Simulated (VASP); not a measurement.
## Co5Si3: molecular dynamics (part 8 of 8)

The same run, continued: Co5Si3 (disordered cell, 16 atoms in the cell); Kohn-Sham DFT of a periodic cell, PBE, VASP PAW PBE potentials, recommended, no spin polarisation (VASP 6.6.1); cutoff 520 eV, 1×1×1 k-mesh, fermi-dirac of 0.156 eV. It belongs to a series of runs on one base structure; here: Langevin dynamics at 1810 K from the last frame before.

Geometry of the input (Å; fractional positions):
```
6.0338  0.0132  0.0089
0.0132  5.8667  0.1295
0.0089  0.1295  6.1143
Co 0.4945  0.7366  0.8926
Co 0.7258  0.9846  0.1504
Co 0.3712  0.0736  0.9808
Co 0.1269  0.4148  0.7020
Co 0.3568  0.8149  0.2588
Co 0.5781  0.4364  0.1403
Co 0.9343  0.1914  0.4089
Co 0.0774  0.7581  0.5735
Co 0.9246  0.0066  0.7699
Co 0.5044  0.5280  0.4946
Si 0.7498  0.4848  0.7505
Si 0.0700  0.1849  0.0783
Si 0.1237  0.6839  0.9322
Si 0.8329  0.5359  0.3423
Si 0.3342  0.1981  0.4089
Si 0.5918  0.8714  0.5375
```

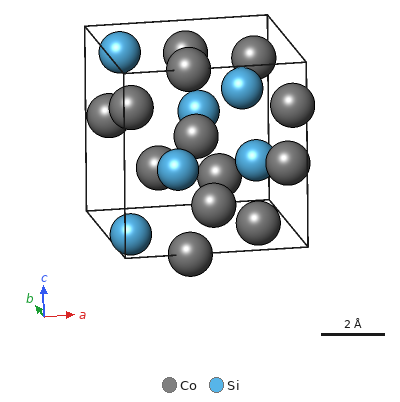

The input geometry (spheres-only view of the cell of the calculation, seen slightly off an axis).

Notes

The run has no spin polarisation, so a magnetic state may lie lower. The k-point mesh is coarse for a cell of this size, so the results may not be converged.
